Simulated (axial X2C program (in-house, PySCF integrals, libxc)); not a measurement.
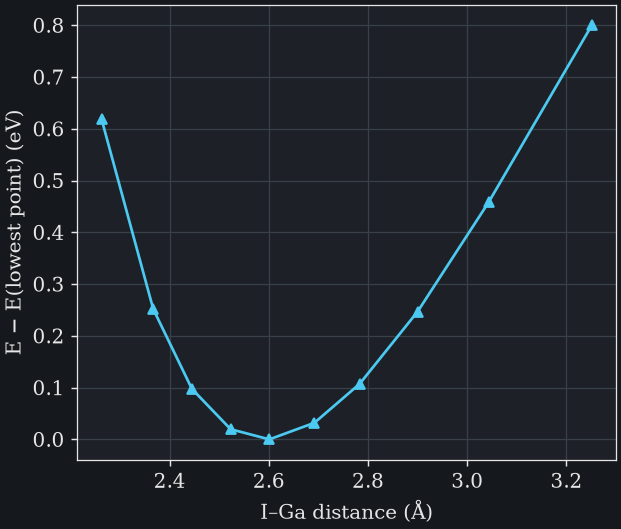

Energy at 10 bond lengths, for one set of occupations held fixed; the line joins the points. A polynomial of degree 6 through 9 points gives rₑ = 2.593 Å, ωₑ = 212.4 cm⁻¹, ωₑxₑ = 0.46 cm⁻¹ and Bₑ = 0.05613 cm⁻¹. The minimum lies 3.52 eV below I + Ga, each computed as one determinant at the same level.

**Relativistic diatomic calculation for IGa**

- system: IGa, single determinant with Ω = 0.
- method: PBE0, two-component X2C with atomic mean-field Coulomb and Gaunt terms, I dyall-cv3z, Ga dyall-cv3z (cores contracted) (axial X2C program (in-house, PySCF integrals, libxc))

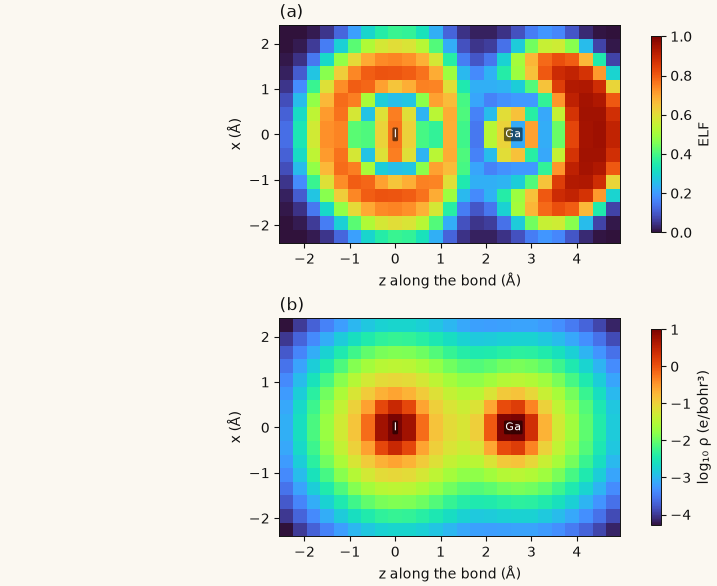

(a) electron localisation function; (b) electron density on a logarithmic scale, in a plane that holds the axis, at 2.60 Å, on points 0.3 Å apart (one half computed, the other mirrored); the structure near the nuclei is finer than these points.

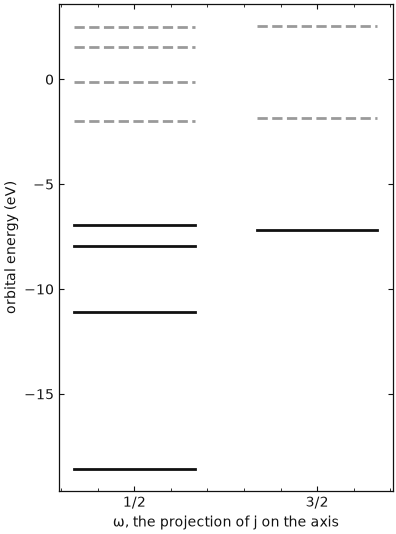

Orbital energies near the frontier at 2.60 Å, filled (solid) and empty (dashed); the Kramers partners at −ω are degenerate and not drawn. The highest filled spinor (1/2; 52 % I p, 24 % Ga p) lies at −6.93 eV, the lowest empty one (1/2; 90 % Ga p, 5 % I p) at −1.97 eV.

These pictures come from the run below.

**Input file**
```
{"zs": [53, 31], "q": 0, "bas": ["dyall-cv3z", "dyall-cv3z"], "levels": ["PBE0", "HF", "B97-3"], "cc": true, "r0": 2.57, "thr": -1.0, "nmax": 90, "npts": 10, "nst": 2, "ntry": 6}
```

The line is the task of a batch: nuclear charges, charge, bases, the levels to run, a first guess of the distance and further settings. This report covers PBE0 with spin-orbit coupling. The log is that of the reference distance 2.601 Å.

The run was one of a batch that the task file lists, launched with:
```bash
python <driver script> task.json out
```

**Output**
```
two-component X2C + atomic mean field  PBE0
basis functions 232  fitting functions 1254  grid points 5803
iter        total energy     max residual
   1      -9055.310704650     2.05e+00
   2      -9055.514916809     4.25e-03
   3      -9055.514939964     2.78e-03
   4      -9055.515137637     2.69e-04
   5      -9055.515138103     3.74e-04
   6      -9055.515139079     4.74e-05
   7      -9055.515139178     1.90e-05
   8      -9055.515139181     2.47e-06
   9      -9055.515139181     9.02e-07
converged
one-electron -13121.78063517  Coulomb 3995.65032654  exact exchange -63.65871109  xc functional -195.02488168  nuclear repulsion 334.27072570  atomic mean-field constant -4.97196347
```

**The points of the curve**

```
R (Å)   E (hartree)  dipole (D; origin at the first atom, positive when the second is positive)  highest filled (eV)  lowest empty (eV)
2.263  −9055.492425                                                                        0.38                −6.61              −1.57
2.367  −9055.505885                                                                        1.08                −6.76              −1.69
2.445  −9055.511555                                                                        1.61                −6.85              −1.78
2.523  −9055.514418                                                                        2.14                −6.91              −1.88
2.601  −9055.515139                                                                        2.67                −6.93              −1.97
2.692  −9055.513960                                                                        3.28                −6.92              −2.08
2.783  −9055.511197                                                                        3.88                −6.81              −2.19
2.900  −9055.506061                                                                        4.63                −6.60              −2.33
3.043  −9055.498302                                                                        5.52                −6.38              −2.50
3.251  −9055.485740                                                                        6.74                −6.10              −2.74
```

**Key numbers**

- outcome: converged
- bond length rₑ: 2.593 Å
- ωₑ: 212.4 cm⁻¹
- energy at the minimum: −9055.51515 hartree
- depth below the fragments: 3.52 eV
- hardware: 1 thread of Intel Xeon (Sapphire Rapids), 10 GiB of memory available, shared host
- wall time: 6.3 s
